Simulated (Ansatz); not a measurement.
**C2H5BrSi: up Jacob's ladder to CCSD(T)**

Aim: compute C2H5BrSi with functionals from several rungs and with coupled cluster. The yardstick is the atomisation energy at the CCSD(T) limit.

Method: functionals in def2-TZVPP, the program's frozen cores in correlated methods; program: Ansatz 0.2.0, Gaussian basis.

Levels to be run: LDA (SPW92), PBE-D4, revPBE-D4, BLYP-D4, r2SCAN-D4, B97M-V, PBE0-D4, B3LYP-D4, r2SCANh-D4, r2SCAN0-D4, HSE06-D4, BHLYP-D4, CAM-B3LYP-D4, LC-ωPBE, ωB97X-V, ωB97M-V, B2PLYP, PBE-QIDH; CCSD(T)/def2-SVP; CCSD(T)/def2-TZVPP; MP2/def2-QZVPP; extrapolation to the limit; RPA on PBE.

## (1) The geometry

All runs share one geometry, relaxed beforehand with PBE0-D4 in a triple-zeta def2 set.

9 atoms, charge 0, spin multiplicity 1.

Atoms are counted from 1 here; the program's logs count them from 0.

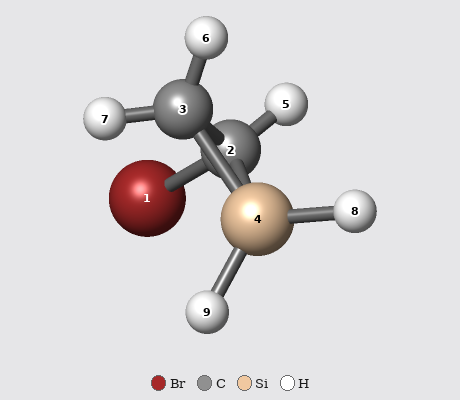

The geometry (bromine red, carbon grey, silicon light orange, hydrogen white); atoms are numbered from 1 in the order of the file.

## (2) LDA

This LDA is Slater exchange with PW92 correlation.

File in.yaml:

```yaml
crystal:
  periodic: [false, false, false]
  atoms:
    - {symbol: Br, position_ang: [-2.315354, 0.394830, 0.844811]}
    - {symbol: C, position_ang: [-0.771507, 0.311419, -0.295129]}
    - {symbol: C, position_ang: [0.572356, 0.734697, 0.302952]}
    - {symbol: Si, position_ang: [0.472798, -1.052770, -0.179541]}
    - {symbol: H, position_ang: [-1.013157, 0.741072, -1.260268]}
    - {symbol: H, position_ang: [1.140957, 1.461103, -0.269186]}
    - {symbol: H, position_ang: [0.565423, 0.948776, 1.367187]}
    - {symbol: H, position_ang: [1.121658, -1.530312, -1.418441]}
    - {symbol: H, position_ang: [0.315325, -2.055115, 0.890514]}
basis:
  gaussian: {orbitals: def2-TZVPP}
hamiltonian: {xc: lda}
output: {orbitals: {seedname: orbitals}}
```

Launch:

```
$ ansatz run in.yaml --threads 4 --pin off --events-out ev --progress --plain --max-ram 10444MiB
```

The program printed:

```text
Functional definition: SPW92
  name "SPW92"
  cite "Dirac, Proc. Camb. Phil. Soc. 26, 376 (1930) doi:10.1017/S0305004100016108"
  cite "Slater, Phys. Rev. 81, 385 (1951) doi:10.1103/PhysRev.81.385"
  cite "Perdew & Wang, Phys. Rev. B 45, 13244 (1992) doi:10.1103/PhysRevB.45.13244"
  exchange = slater_x
  correlation = pw_c
1319 factors; their error is unknown
mean field evaluation 1: about -79914.6380 eV, gradient 8.3e1 eV
mean field evaluation 2: about -79843.3168 eV, gradient 1.7e2 eV
mean field evaluation 4: about -79930.0956 eV, gradient 1.5e1 eV
mean field evaluation 8: about -79930.6733 eV, gradient 5.9e-2 eV
mean field evaluation 16: about -79930.6204 eV, gradient 6.7e-5 eV
mean field -79930.62041569 eV, -2937.3961213562 hartree, gradient 6.7e-5 eV, S^2 0.000000; 0 other end points of the search recorded, 0 dependent functions left out
reference -79930.62045327 eV, -2937.3961227372 hartree; 33, 33 occupied and 189, 189 virtual orbitals, 1319 factors
Total energy: -79930.62045327 eV, -2937.3961227372 hartree
```

Run time: 0.95 s. Hardware: 4 threads of INTEL XEON PLATINUM 8581C at 2.30GHz, shared host.

Atomisation energy: 3507.0 kJ/mol (free atoms -79894.273 eV, run apart). HOMO -5.96 eV, LUMO -1.62 eV.

## (3) PBE-D4 (GGA)

in.yaml, as its differences from that of step 2:

```diff
@@ -14,3 +14,3 @@
   gaussian: {orbitals: def2-TZVPP}
-hamiltonian: {xc: lda}
-output: {orbitals: {seedname: orbitals}}
+hamiltonian: {xc: pbe, dispersion: d4}
+output: {forces: true, orbitals: {seedname: orbitals}}
```

The command is unchanged.

The program printed, shortened:

```text
Functional definition: PBE
  name "PBE"
  cite "Perdew, Burke & Ernzerhof, Phys. Rev. Lett. 77, 3865 (1996) doi:10.1103/PhysRevLett.77.3865"
  parent pbe
[...]
1319 factors; their error is unknown
[...]
mean field -80061.74472111 eV, -2942.2148507010 hartree, gradient 1.7e-5 eV, S^2 0.000000; 0 other end points of the search recorded, 0 dependent functions left out
[...]
reference -80061.74476178 eV, -2942.2148521956 hartree; 33, 33 occupied and 189, 189 virtual orbitals, 1319 factors
Total energy: -80061.95474720 eV, -2942.2225690175 hartree
Atom 0 at    -2.315354     0.394830     0.844811 Å, force    -0.316704     0.016474     0.210850 eV/Å
Atom 1 at    -0.771507     0.311419    -0.295129 Å, force     0.014163     0.052225    -0.055680 eV/Å
Atom 2 at     0.572356     0.734697     0.302952 Å, force     0.031667     0.113864     0.020551 eV/Å
Atom 3 at     0.472798    -1.052770    -0.179541 Å, force     0.116181    -0.292006    -0.052697 eV/Å
Atom 4 at    -1.013157     0.741072    -1.260268 Å, force    -0.047944     0.075485    -0.212840 eV/Å
Atom 5 at     1.140957     1.461103    -0.269186 Å, force     0.127192     0.145144    -0.106360 eV/Å
Atom 6 at     0.565423     0.948776     1.367187 Å, force     0.018863     0.037953     0.211193 eV/Å
Atom 7 at     1.121658    -1.530312    -1.418441 Å, force     0.078527    -0.048095    -0.139558 eV/Å
Atom 8 at     0.315325    -2.055115     0.890514 Å, force    -0.021944    -0.101043     0.124540 eV/Å
Dipole moment:     0.356206    -0.029434    -0.179684 e Å
```

Run time: 1.3 s. Hardware: 4 threads of INTEL XEON PLATINUM 8581C at 2.30GHz, shared host.

Atomisation energy: 3121.6 kJ/mol (free atoms -80029.602 eV, run apart). HOMO -5.82 eV, LUMO -1.42 eV.

## (4) revPBE-D4 (GGA)

in.yaml, as its differences from that of step 3:

```diff
@@ -14,3 +14,3 @@
   gaussian: {orbitals: def2-TZVPP}
-hamiltonian: {xc: pbe, dispersion: d4}
-output: {forces: true, orbitals: {seedname: orbitals}}
+hamiltonian: {xc: {name: revPBE}, dispersion: d4}
+output: {orbitals: {seedname: orbitals}}
```

Launched as before.

The program printed:

```text
Functional definition: revPBE
  name "revPBE"
  cite "Zhang & Yang, Phys. Rev. Lett. 80, 890 (1998) doi:10.1103/PhysRevLett.80.890"
  cite "Perdew, Burke & Ernzerhof, Phys. Rev. Lett. 77, 3865 (1996) doi:10.1103/PhysRevLett.77.3865"
  parameter kappa = 1.245
  parameter beta = 0.06672455060314922
  exchange = pbe_x(kappa = kappa, mu = beta*pi^2/3)
  correlation = pbe_c(beta = beta)
1319 factors; their error is unknown
mean field evaluation 1: about -80056.7293 eV, gradient 7.7e1 eV
mean field evaluation 2: about -79996.7728 eV, gradient 1.5e2 eV
mean field evaluation 4: about -80070.7090 eV, gradient 1.2e1 eV
mean field evaluation 8: about -80071.1064 eV, gradient 3.0e-1 eV
mean field evaluation 16: about -80071.0534 eV, gradient 4.4e-4 eV
mean field -80071.05337619 eV, -2942.5569374658 hartree, gradient 3.7e-5 eV, S^2 0.000000; 0 other end points of the search recorded, 0 dependent functions left out
reference -80071.05342732 eV, -2942.5569393447 hartree; 33, 33 occupied and 189, 189 virtual orbitals, 1319 factors
Total energy: -80071.67409980 eV, -2942.5797486376 hartree
```

Wall time 1.1 s (4 threads of INTEL XEON PLATINUM 8581C at 2.30GHz, shared host).

With the free atoms at this level, -80040.046 eV in sum, the atomisation energy is 3051.6 kJ/mol. HOMO -5.77 eV, LUMO -1.35 eV.

## (5) BLYP-D4 (GGA)

in.yaml, as its differences from that of step 4:

```diff
@@ -14,3 +14,3 @@
   gaussian: {orbitals: def2-TZVPP}
-hamiltonian: {xc: {name: revPBE}, dispersion: d4}
+hamiltonian: {xc: {name: BLYP}, dispersion: d4}
 output: {orbitals: {seedname: orbitals}}
```

Same command.

The program printed:

```text
Functional definition: BLYP
  name "BLYP"
  cite "Becke, Phys. Rev. A 38, 3098 (1988) doi:10.1103/PhysRevA.38.3098"
  cite "Lee, Yang & Parr, Phys. Rev. B 37, 785 (1988) doi:10.1103/PhysRevB.37.785"
  parameter beta = 0.0042
  parameter a = 0.04918
  parameter b = 0.132
  parameter c = 0.2533
  parameter d = 0.349
  exchange = b88_x(beta = beta)
  correlation = lyp_c(a = a, b = b, c = c, d = d)
1319 factors; their error is unknown
mean field evaluation 1: about -80062.2099 eV, gradient 8.3e1 eV
mean field evaluation 2: about -79982.2757 eV, gradient 1.7e2 eV
mean field evaluation 4: about -80078.1218 eV, gradient 1.5e1 eV
mean field evaluation 8: about -80078.7047 eV, gradient 6.2e-2 eV
mean field evaluation 16: about -80078.6493 eV, gradient 7.1e-5 eV
mean field -80078.64929213 eV, -2942.8360822277 hartree, gradient 7.1e-5 eV, S^2 0.000000; 0 other end points of the search recorded, 0 dependent functions left out
reference -80078.64964628 eV, -2942.8360952427 hartree; 33, 33 occupied and 189, 189 virtual orbitals, 1319 factors
Total energy: -80079.11505308 eV, -2942.8531986268 hartree
```

It took 1.1 s on 4 threads of INTEL XEON PLATINUM 8581C at 2.30GHz, shared host.

Atomisation energy: 3035.0 kJ/mol (free atoms -80047.659 eV, run apart). HOMO -5.67 eV, LUMO -1.29 eV.

## (6) r2SCAN-D4 (meta-GGA)

in.yaml, as its differences from that of step 5:

```diff
@@ -14,3 +14,3 @@
   gaussian: {orbitals: def2-TZVPP}
-hamiltonian: {xc: {name: BLYP}, dispersion: d4}
-output: {orbitals: {seedname: orbitals}}
+hamiltonian: {xc: r2scan, dispersion: d4}
+output: {forces: true, orbitals: {seedname: orbitals}}
```

Launched as before.

The program printed, shortened:

```text
Functional definition: r2SCAN
  name "r2SCAN"
  cite "Furness, Kaplan, Ning, Perdew & Sun, J. Phys. Chem. Lett. 11, 8208 (2020) doi:10.1021/acs.jpclett.0c02405"
  cite "Furness, Kaplan, Ning, Perdew & Sun, J. Phys. Chem. Lett. 11, 9248 (2020) doi:10.1021/acs.jpclett.0c03077"
  parent r2scan
[...]
1319 factors; their error is unknown
[...]
mean field -80076.86590750 eV, -2942.7705440515 hartree, gradient 5.5e-5 eV, S^2 0.000000; 0 other end points of the search recorded, 0 dependent functions left out
[...]
reference -80076.86591932 eV, -2942.7705444858 hartree; 33, 33 occupied and 189, 189 virtual orbitals, 1319 factors
Total energy: -80076.91385450 eV, -2942.7723060712 hartree
Atom 0 at    -2.315354     0.394830     0.844811 Å, force    -0.218384     0.016674     0.155865 eV/Å
Atom 1 at    -0.771507     0.311419    -0.295129 Å, force     0.093711    -0.004209    -0.203046 eV/Å
Atom 2 at     0.572356     0.734697     0.302952 Å, force     0.093969     0.095538     0.065498 eV/Å
Atom 3 at     0.472798    -1.052770    -0.179541 Å, force     0.041870    -0.134161    -0.016081 eV/Å
Atom 4 at    -1.013157     0.741072    -1.260268 Å, force     0.000253     0.001684     0.008880 eV/Å
Atom 5 at     1.140957     1.461103    -0.269186 Å, force    -0.011455    -0.003931     0.008360 eV/Å
Atom 6 at     0.565423     0.948776     1.367187 Å, force     0.005800    -0.006112    -0.021815 eV/Å
Atom 7 at     1.121658    -1.530312    -1.418441 Å, force    -0.004246     0.011608     0.011866 eV/Å
Atom 8 at     0.315325    -2.055115     0.890514 Å, force    -0.001518     0.022909    -0.009526 eV/Å
Dipole moment:     0.384967    -0.039874    -0.192607 e Å
```

It took 2.2 s on 4 threads of INTEL XEON PLATINUM 8581C at 2.30GHz, shared host.

With the free atoms at this level, -80044.996 eV in sum, the atomisation energy is 3079.7 kJ/mol. HOMO -6.04 eV, LUMO -1.20 eV.

## (7) B97M-V (meta-GGA)

in.yaml, as its differences from that of step 6:

```diff
@@ -14,3 +14,3 @@
   gaussian: {orbitals: def2-TZVPP}
-hamiltonian: {xc: r2scan, dispersion: d4}
-output: {forces: true, orbitals: {seedname: orbitals}}
+hamiltonian: {xc: {name: B97M-V}}
+output: {orbitals: {seedname: orbitals}}
```

The command is unchanged.

The program printed, shortened:

```text
Functional definition: B97M-V
  name "B97M-V"
  cite "Mardirossian & Head-Gordon, J. Chem. Phys. 142, 074111 (2015) doi:10.1063/1.4907719"
  cite "Becke, J. Chem. Phys. 107, 8554 (1997) doi:10.1063/1.475007"
  cite "Vydrov & Van Voorhis, J. Chem. Phys. 133, 244103 (2010) doi:10.1063/1.3521275"
  # Of w^i u^j: cxij and so on, Table III.
[...]
  gx(w, u) = cx00 + cx01*u + cx02*u^2 + (cx10 + cx11*u)*w
  gss(w, u) = css00 + css02*u^2 + css10*w + (css32*w^3 + css42*w^4)*u^2
  gos(w, u) = cos00 + cos01*u + cos03*u^3 + cos10*w + cos32*w^3*u^2
[...]
      + integral(e_c_pw_mod_opposite_spin*gos(b97_w_opposite, b97_u_opposite)) + vv10(b, c)
1319 factors; their error is unknown
[...]
mean field -80064.82760991 eV, -2942.3281447748 hartree, gradient 2.6e-5 eV, S^2 0.000000; 0 other end points of the search recorded, 0 dependent functions left out
reference -80064.82766970 eV, -2942.3281469722 hartree; 33, 33 occupied and 189, 189 virtual orbitals, 1319 factors
Total energy: -80064.82766970 eV, -2942.3281469722 hartree
```

Run time: 3.7 s. Hardware: 4 threads of INTEL XEON PLATINUM 8581C at 2.30GHz, shared host.

With the free atoms at this level, -80032.957 eV in sum, the atomisation energy is 3075.0 kJ/mol. HOMO -6.12 eV, LUMO -1.22 eV.

## (8) PBE0-D4 (hybrid)

in.yaml, as its differences from that of step 7:

```diff
@@ -14,3 +14,3 @@
   gaussian: {orbitals: def2-TZVPP}
-hamiltonian: {xc: {name: B97M-V}}
+hamiltonian: {xc: pbe0, dispersion: d4}
 output: {orbitals: {seedname: orbitals}}
```

Its log isn't repeated here (it stands with the study of this molecule's fields); it ends on a total energy of -80065.449272 eV.

With the free atoms at this level, -80033.512 eV in sum, the atomisation energy is 3081.5 kJ/mol. HOMO -6.95 eV, LUMO -0.51 eV.

## (9) B3LYP-D4 (hybrid)

B3LYP here takes the VWN-RPA correlation.

in.yaml, as its differences from that of step 8:

```diff
@@ -14,3 +14,3 @@
   gaussian: {orbitals: def2-TZVPP}
-hamiltonian: {xc: pbe0, dispersion: d4}
-output: {orbitals: {seedname: orbitals}}
+hamiltonian: {xc: {name: B3LYP}, dispersion: d4}
+output: {forces: true, orbitals: {seedname: orbitals}}
```

Launched as before.

The program printed, shortened:

```text
Functional definition: B3LYP
  name "B3LYP"
  cite "Stephens, Devlin, Chabalowski & Frisch, J. Phys. Chem. 98, 11623 (1994) doi:10.1021/j100096a001"
  cite "Becke, Phys. Rev. A 38, 3098 (1988) doi:10.1103/PhysRevA.38.3098"
  cite "Lee, Yang & Parr, Phys. Rev. B 37, 785 (1988) doi:10.1103/PhysRevB.37.785"
  cite "Vosko, Wilk & Nusair, Can. J. Phys. 58, 1200 (1980) doi:10.1139/p80-159"
[...]
1359 factors; their error is unknown
[...]
mean field -80080.72428748 eV, -2942.9123369004 hartree, gradient 4.2e-5 eV, S^2 0.000000; 0 other end points of the search recorded, 0 dependent functions left out
[...]
reference -80080.72455102 eV, -2942.9123465852 hartree; 33, 33 occupied and 189, 189 virtual orbitals, 1359 factors
Total energy: -80081.06827389 eV, -2942.9249781678 hartree
Atom 0 at    -2.315354     0.394830     0.844811 Å, force    -0.355364     0.031150     0.232157 eV/Å
Atom 1 at    -0.771507     0.311419    -0.295129 Å, force     0.099353    -0.003717    -0.350536 eV/Å
Atom 2 at     0.572356     0.734697     0.302952 Å, force     0.191916     0.167661     0.112910 eV/Å
Atom 3 at     0.472798    -1.052770    -0.179541 Å, force     0.083427    -0.228568    -0.044997 eV/Å
Atom 4 at    -1.013157     0.741072    -1.260268 Å, force     0.021884    -0.025906     0.075858 eV/Å
Atom 5 at     1.140957     1.461103    -0.269186 Å, force    -0.032389    -0.033110     0.050652 eV/Å
Atom 6 at     0.565423     0.948776     1.367187 Å, force     0.014930     0.011792    -0.080757 eV/Å
Atom 7 at     1.121658    -1.530312    -1.418441 Å, force    -0.038293     0.020298     0.086082 eV/Å
Atom 8 at     0.315325    -2.055115     0.890514 Å, force     0.014535     0.060399    -0.081370 eV/Å
Dipole moment:     0.382685    -0.062296    -0.194032 e Å
```

Wall time 2.9 s (4 threads of INTEL XEON PLATINUM 8581C at 2.30GHz, shared host); peak memory 0.66 GiB.

Atomisation energy: 3051.4 kJ/mol (free atoms -80049.443 eV, run apart). HOMO -6.74 eV, LUMO -0.73 eV.

## (10) r2SCANh-D4 (hybrid)

in.yaml, as its differences from that of step 9:

```diff
@@ -14,3 +14,3 @@
   gaussian: {orbitals: def2-TZVPP}
-hamiltonian: {xc: {name: B3LYP}, dispersion: d4}
-output: {forces: true, orbitals: {seedname: orbitals}}
+hamiltonian: {xc: {name: r2SCANh}, dispersion: d4}
+output: {orbitals: {seedname: orbitals}}
```

Same command.

The program printed, shortened:

```text
Functional definition: r2SCANh
  name "r2SCANh"
  cite "Bursch, Neugebauer, Ehlert & Grimme, J. Chem. Phys. 156, 134105 (2022) doi:10.1063/5.0086040"
  cite "Furness, Kaplan, Ning, Perdew & Sun, J. Phys. Chem. Lett. 11, 8208 (2020) doi:10.1021/acs.jpclett.0c02405"
  cite "Furness, Kaplan, Ning, Perdew & Sun, J. Phys. Chem. Lett. 11, 9248 (2020) doi:10.1021/acs.jpclett.0c03077"
  parent r2scan
[...]
1334 factors; their error is unknown
[...]
mean field -80076.71997178 eV, -2942.7651810127 hartree, gradient 1.4e-5 eV, S^2 0.000000; 0 other end points of the search recorded, 0 dependent functions left out
reference -80076.71998265 eV, -2942.7651814120 hartree; 33, 33 occupied and 189, 189 virtual orbitals, 1334 factors
Total energy: -80076.77162448 eV, -2942.7670792145 hartree
```

Wall time 2.8 s (4 threads of INTEL XEON PLATINUM 8581C at 2.30GHz, shared host); peak memory 0.63 GiB.

Atomisation energy: 3064.4 kJ/mol (free atoms -80045.012 eV, run apart). HOMO -6.47 eV, LUMO -0.86 eV.

## (11) r2SCAN0-D4 (hybrid)

in.yaml, as its differences from that of step 10:

```diff
@@ -14,3 +14,3 @@
   gaussian: {orbitals: def2-TZVPP}
-hamiltonian: {xc: {name: r2SCANh}, dispersion: d4}
+hamiltonian: {xc: {name: r2SCAN0}, dispersion: d4}
 output: {orbitals: {seedname: orbitals}}
```

The command is unchanged.

The program printed, shortened:

```text
Functional definition: r2SCAN0
  name "r2SCAN0"
  cite "Bursch, Neugebauer, Ehlert & Grimme, J. Chem. Phys. 156, 134105 (2022) doi:10.1063/5.0086040"
  cite "Furness, Kaplan, Ning, Perdew & Sun, J. Phys. Chem. Lett. 11, 8208 (2020) doi:10.1021/acs.jpclett.0c02405"
  cite "Furness, Kaplan, Ning, Perdew & Sun, J. Phys. Chem. Lett. 11, 9248 (2020) doi:10.1021/acs.jpclett.0c03077"
  parent r2scan
[...]
1359 factors; their error is unknown
[...]
mean field -80076.53062403 eV, -2942.7582226113 hartree, gradient 1.4e-5 eV, S^2 0.000000; 0 other end points of the search recorded, 0 dependent functions left out
reference -80076.53063347 eV, -2942.7582229582 hartree; 33, 33 occupied and 189, 189 virtual orbitals, 1359 factors
Total energy: -80076.58818538 eV, -2942.7603379518 hartree
```

It took 2.7 s on 4 threads of INTEL XEON PLATINUM 8581C at 2.30GHz, shared host; peak memory 0.62 GiB.

Atomisation energy: 3042.9 kJ/mol (free atoms -80045.051 eV, run apart). HOMO -7.10 eV, LUMO -0.38 eV.

## (12) HSE06-D4 (hybrid)

HSE06 is the plane-wave form, built on full-range PBE exchange.

in.yaml, as its differences from that of step 11:

```diff
@@ -14,3 +14,3 @@
   gaussian: {orbitals: def2-TZVPP}
-hamiltonian: {xc: {name: r2SCAN0}, dispersion: d4}
+hamiltonian: {xc: hse06, dispersion: d4}
 output: {orbitals: {seedname: orbitals}}
```

The command is unchanged.

The program printed, shortened:

```text
Functional definition: HSE06
  name "HSE06"
  cite "Heyd, Scuseria & Ernzerhof, J. Chem. Phys. 118, 8207 (2003) doi:10.1063/1.1564060"
  cite "Krukau, Vydrov, Izmaylov & Scuseria, J. Chem. Phys. 125, 224106 (2006) doi:10.1063/1.2404663"
  cite "Heyd & Scuseria, J. Chem. Phys. 120, 7274 (2004) doi:10.1063/1.1668634"
  cite "Ernzerhof & Perdew, J. Chem. Phys. 109, 3313 (1998) doi:10.1063/1.476928"
  cite "Perdew, Burke & Ernzerhof, Phys. Rev. Lett. 77, 3865 (1996) doi:10.1103/PhysRevLett.77.3865"
  parent pbe
[...]
  # The whole range is PBE's own exchange, as in plane waves. The composition of these papers is wPBEh.
[...]
1359 factors; their error is unknown
111 factors; integrals over basis functions are off by at most 3.8e-7 eV
[...]
mean field -80065.08050243 eV, -2942.3374384037 hartree, gradient 5.4e-5 eV, S^2 0.000000; 0 other end points of the search recorded, 0 dependent functions left out
reference -80065.08054310 eV, -2942.3374398982 hartree; 33, 33 occupied and 189, 189 virtual orbitals, 1359 factors
Total energy: -80065.24601747 eV, -2942.3435209692 hartree
```

It took 2 s on 4 threads of INTEL XEON PLATINUM 8581C at 2.30GHz, shared host; peak memory 0.64 GiB.

Atomisation energy: 3083.6 kJ/mol (free atoms -80033.286 eV, run apart). HOMO -6.56 eV, LUMO -0.89 eV.

## (13) BHLYP-D4 (hybrid)

in.yaml, as its differences from that of step 12:

```diff
@@ -14,3 +14,3 @@
   gaussian: {orbitals: def2-TZVPP}
-hamiltonian: {xc: hse06, dispersion: d4}
+hamiltonian: {xc: {name: BHLYP}, dispersion: d4}
 output: {orbitals: {seedname: orbitals}}
```

Same command.

The program printed:

```text
Functional definition: BHLYP
  name "BHLYP"
  cite "Becke, J. Chem. Phys. 98, 1372 (1993) doi:10.1063/1.464304"
  cite "Becke, Phys. Rev. A 38, 3098 (1988) doi:10.1103/PhysRevA.38.3098"
  cite "Lee, Yang & Parr, Phys. Rev. B 37, 785 (1988) doi:10.1103/PhysRevB.37.785"
  parameter a = 0.5
  exchange = (1 - a)*b88_x + a*exact_x
  correlation = lyp_c
1502 factors; their error is unknown
mean field evaluation 1: about -80071.3045 eV, gradient 4.8e1 eV
mean field evaluation 2: about -80068.7683 eV, gradient 5.5e1 eV
mean field evaluation 4: about -80076.6500 eV, gradient 2.7e0 eV
mean field evaluation 8: about -80077.6011 eV, gradient 2.1e-1 eV
mean field evaluation 16: about -80077.6011 eV, gradient 3.5e-5 eV
mean field -80077.60112192 eV, -2942.7975626830 hartree, gradient 3.5e-5 eV, S^2 0.000000; 0 other end points of the search recorded, 0 dependent functions left out
reference -80077.60130071 eV, -2942.7975692533 hartree; 33, 33 occupied and 189, 189 virtual orbitals, 1502 factors
Total energy: -80077.87563642 eV, -2942.8076509049 hartree
```

Wall time 1.8 s (4 threads of INTEL XEON PLATINUM 8581C at 2.30GHz, shared host); peak memory 0.63 GiB.

Atomisation energy: 2978.4 kJ/mol (free atoms -80047.006 eV, run apart). HOMO -7.96 eV, LUMO 0.41 eV.

## (14) CAM-B3LYP-D4 (range-separated)

in.yaml, as its differences from that of step 13:

```diff
@@ -14,3 +14,3 @@
   gaussian: {orbitals: def2-TZVPP}
-hamiltonian: {xc: {name: BHLYP}, dispersion: d4}
+hamiltonian: {xc: {name: CAM-B3LYP}, dispersion: d4}
 output: {orbitals: {seedname: orbitals}}
```

Launched as before.

The program printed, shortened:

```text
Functional definition: CAM-B3LYP
  name "CAM-B3LYP"
  cite "Yanai, Tew & Handy, Chem. Phys. Lett. 393, 51 (2004) doi:10.1016/j.cplett.2004.06.011"
  cite "Iikura, Tsuneda, Yanai & Hirao, J. Chem. Phys. 115, 3540 (2001) doi:10.1063/1.1383587"
  cite "Becke, Phys. Rev. A 38, 3098 (1988) doi:10.1103/PhysRevA.38.3098"
  cite "Lee, Yang & Parr, Phys. Rev. B 37, 785 (1988) doi:10.1103/PhysRevB.37.785"
  cite "Vosko, Wilk & Nusair, Can. J. Phys. 58, 1200 (1980) doi:10.1139/p80-159"
[...]
  # Exact exchange under (alpha + beta erf(omega r))/r, Becke's under what is left of 1/r.
[...]
1359 factors; their error is unknown
307 factors; integrals over basis functions are off by at most 1.5e-5 eV
[...]
mean field -80081.54134460 eV, -2942.9423631959 hartree, gradient 2.4e-5 eV, S^2 0.000000; 0 other end points of the search recorded, 0 dependent functions left out
reference -80081.54147297 eV, -2942.9423679133 hartree; 33, 33 occupied and 189, 189 virtual orbitals, 1359 factors
Total energy: -80081.72212367 eV, -2942.9490067041 hartree
```

Wall time 2 s (4 threads of INTEL XEON PLATINUM 8581C at 2.30GHz, shared host); peak memory 0.68 GiB.

Atomisation energy: 3059.0 kJ/mol (free atoms -80050.018 eV, run apart). HOMO -8.24 eV, LUMO 0.54 eV.

(Part 1 of 2 ends here.)
